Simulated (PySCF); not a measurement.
# C4MnN4O2 (trans-[MnO2(CN)4]3-): the cost of one run

Computed with PySCF 2.14.0 and routines of our own; the level stands in each step. Atoms count from 0.

## 1. The starting structure

11 atoms, charge -3, states of the metal's open shell are computed; geometry from: GFN2-xTB.

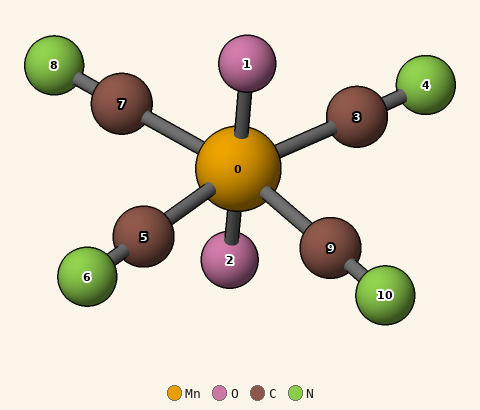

The starting geometry (manganese amber, oxygen pink, carbon brown, nitrogen green); sticks join atoms by distance alone.

## 2. Ligand-field states: state-averaged CASSCF in acetonitrile

Job settings and geometry (Å):

```
{"job": {"kind": "lf", "basis": {"metal": "x2c-TZVPall", "ligand": "x2c-SVPall"}, "nevpt": true, "tol": 5, "solvent": "acetonitrile"}, "charge": -3, "metal": "Mn", "open_shell": "d2"}
Mn     0.000000     0.000000     0.000000
O      0.102060     0.101519     1.753117
O      0.101539     0.102322    -1.758488
C      1.958040    -0.276921     0.002778
N      3.110019    -0.420501     0.014795
C     -1.943493    -0.166137     0.001820
N     -3.099785    -0.266098     0.009049
C     -0.277057     1.958158    -0.008031
N     -0.420645     3.110137    -0.019966
C     -0.166242    -1.943373    -0.007376
N     -0.266193    -3.099666    -0.014705
```

Level: state-averaged CASSCF of the metal d shell, SC-NEVPT2 on the averaged canonical orbitals, state-interaction spin-orbit coupling.

The run is started by

```console
> OMP_NUM_THREADS=1 python lf_run.py task.json out
```

The driver reads the jobs from task.json and runs them one after another.

**Question.** How long does this first job take on 1 thread of Arm Neoverse N1, shared host, and how much memory does it need?

About 72 s, with a peak of 0.49 GiB.
